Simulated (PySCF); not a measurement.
# One shape, several levels: HCl (hydrogen chloride)

Aim: a comparison of 6 runs (UPBE0/6-31G, UMP2/6-31G, CCSDT(Q)/6-31G, CCSDTQ/6-31G, CCSD(T)/6-31G, UCCSD(T)/6-31G) of HCl (hydrogen chloride). The job is set up through a Python script.

Program for the calculation: PySCF 2.14.0.

12 further runs of the same task are left out: 3 that didn't finish, 9 set aside as unsound or not needed.

## Step 1: The system as given

HCl has 2 atoms, charge 0, and is taken as a singlet. As SMILES, `Cl`. The Cl1–H2 distance was set to 1.535 Å, away from the relaxed value.

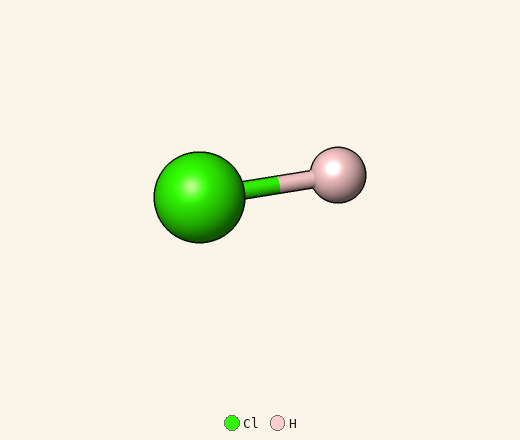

Viewed from a chosen angle; chlorine green, hydrogen pink.

## Step 2: A single-point energy at UPBE0/6-31G (run 1)

job.py

```python
from pyscf import gto, dft

mol = gto.M(
    atom=[
    ('Cl', (0.764358, -0.249886, 0.393098)),
    ('H', (-0.546000, 0.178500, -0.280800)),
],
    charge=0,
    basis='6-31g',
    spin=0,
    verbose=4,
    max_memory=1860,
)

calc0 = dft.UKS(mol)
calc0.xc = 'pbe0'
calc0.conv_tol = 1e-10
calc0.grids.level = 5
calc0.kernel()
if not calc0.converged:
    calc0 = calc0.newton().run(calc0.mo_coeff, calc0.mo_occ)
for _ in range(3):
    mo, _, stable, _ = calc0.stability(return_status=True)
    if stable:
        break
    calc0.kernel(calc0.make_rdm1(mo, calc0.mo_occ))

etot = calc0.e_tot
print('Final energy', etot)
```

On the command line:

```sh
OMP_NUM_THREADS=1 python job.py
```

The log of the run:

```text
PySCF version 2.14.0

[INPUT] num. atoms = 2
[INPUT] num. electrons = 18
[INPUT] charge = 0
[INPUT] spin (= nelec alpha-beta = 2S) = 0
[INPUT] symmetry False subgroup None
[INPUT] Mole.unit = angstrom
[INPUT] Symbol           X                Y                Z      unit          X                Y                Z       unit  Magmom
[INPUT]  1 Cl     0.764358000000  -0.249886000000   0.393098000000 AA    1.444427281120  -0.472216102363   0.742847560114 Bohr   0.0
[INPUT]  2 H     -0.546000000000   0.178500000000  -0.280800000000 AA   -1.031790464013   0.337316113235  -0.530635095778 Bohr   0.0

nuclear repulsion = 5.86250298656224
number of shells = 9
number of NR pGTOs = 50
number of NR cGTOs = 15
basis = 6-31g
ecp = {}

[... 62 lines left out ...]
converged SCF energy = -460.588982764173  <S^2> = 1.0542678e-11  2S+1 = 1
[... 2 lines left out ...]
Final energy -460.58898276417295
```

Wall time 2.8 s (1 thread of Arm Neoverse V1, shared host); peak memory 0.25 GiB.

## Step 3: The energy at UMP2/6-31G (run 2)

run.py

```python
from pyscf import gto, scf, mp

mol = gto.Mole()
mol.atom = '''
Cl     1.444427    -0.472216     0.742848
H     -1.031790     0.337316    -0.530635
'''
mol.max_memory = 1860
mol.unit = 'bohr'
mol.verbose = 3
mol.basis = '6-31g'
mol.spin = 0
mol.build()

hf = scf.UHF(mol)
hf.conv_tol = 1e-10
hf.kernel()
if not hf.converged:
    hf = hf.newton().run(hf.mo_coeff, hf.mo_occ)
for _ in range(3):
    mo, _, stable, _ = hf.stability(return_status=True)
    if stable:
        break
    hf.kernel(hf.make_rdm1(mo, hf.mo_occ))

pt = mp.MP2(hf, frozen=5).run()
e_tot = pt.e_tot
print('E(%s) = %.9f' % ('MP2', e_tot))
```

On the command line:

```sh
OMP_NUM_THREADS=1 python run.py
```

The log of the run:

```text
converged SCF energy = -460.015790951791  <S^2> = 2.2451374e-11  2S+1 = 1
<class 'pyscf.scf.uhf.UHF'> wavefunction is stable in the internal stability analysis
E(UMP2) = -460.069855179707  E_corr = -0.0540642279163532
E(SCS-UMP2) = -460.072249096744  E_corr = -0.0564581449527831
E(MP2) = -460.069855180
```

It took 0.81 s on 1 thread of Arm Neoverse V1, shared host; peak memory 0.12 GiB.

Runs 3 to 5 aren't shown in full; the table further down has their settings and results.

## Step 4: The energy at UCCSD(T)/6-31G (run 6)

job.py

```python
from pyscf import gto, scf, cc

mol = gto.M(
    atom='Cl 0.764358 -0.249886 0.393098; H -0.546000 0.178500 -0.280800',
    verbose=3,
    max_memory=1860,
    basis='6-31g',
)

mf = scf.UHF(mol)
mf.conv_tol = 1e-10
mf.kernel()
if not mf.converged:
    mf = mf.newton().run(mf.mo_coeff, mf.mo_occ)
for _ in range(3):
    mo, _, stable, _ = mf.stability(return_status=True)
    if stable:
        break
    mf.kernel(mf.make_rdm1(mo, mf.mo_occ))

mycc = cc.CCSD(mf, frozen=5)
mycc.kernel()
e_t = mycc.ccsd_t()
energy = mycc.e_tot + e_t
print('Final energy', energy)
```

On the command line:

```sh
OMP_NUM_THREADS=1 python job.py
```

The log of the run:

```text
converged SCF energy = -460.015790910011  <S^2> = 2.245848e-11  2S+1 = 1
<class 'pyscf.scf.uhf.UHF'> wavefunction is stable in the internal stability analysis
E(UCCSD) = -460.0820301482224  E_corr = -0.06623923821163136
UCCSD(T) correction = -0.000550043362094233
Final energy -460.0825801915845
```

It took 0.89 s on 1 thread of Arm Neoverse V1, shared host; peak memory 0.12 GiB.

## Step 5: All runs side by side

| run | level | integration grid | frozen core orbitals | energy (Eh) | dipole moment (D) of the reference | HOMO energy (eV) | LUMO energy (eV) | wall time |
| --- | --- | --- | --- | --- | --- | --- | --- | --- |
| 1 | UPBE0/6-31G | 5 | – | -460.588983 | 1.87 | -9.29 | -1.73 | 2.8 s |
| 2 | UMP2/6-31G | – | 5 | -460.069855 | 1.97 | -12.93 | 1.98 | 0.81 s |
| 3 | CCSDT(Q)/6-31G | – | 5 | -460.082760 | 1.97 | -12.93 | 1.98 | 0.8 s |
| 4 | CCSDTQ/6-31G | – | 5 | -460.082767 | 1.97 | -12.93 | 1.98 | 8.1 s |
| 5 | CCSD(T)/6-31G | – | 5 | -460.082580 | 1.97 | -12.93 | 1.98 | 0.7 s |
| 6 | UCCSD(T)/6-31G | – | 5 | -460.082580 | 1.97 | -12.93 | 1.98 | 0.89 s |

## Step 6: Results

| quantity | value |
| --- | --- |
| run 6: total energy | -460.08258 Eh |
| run 6: dipole moment (Hartree–Fock density) | 1.97 D |
| run 6: HOMO energy (Hartree–Fock orbitals) | -12.93 eV |
| run 6: LUMO energy (Hartree–Fock orbitals) | 1.98 eV |
| run 6: HOMO–LUMO gap (Hartree–Fock orbitals) | 14.91 eV |
| run 6: correlation energy (5 core orbitals frozen) | -66.8 mEh |
| run 6: (T) correction | -0.55 mEh |
| run 6: T1 diagnostic | 0.009 |

All runs together took 14 s, the longest 8.1 s.
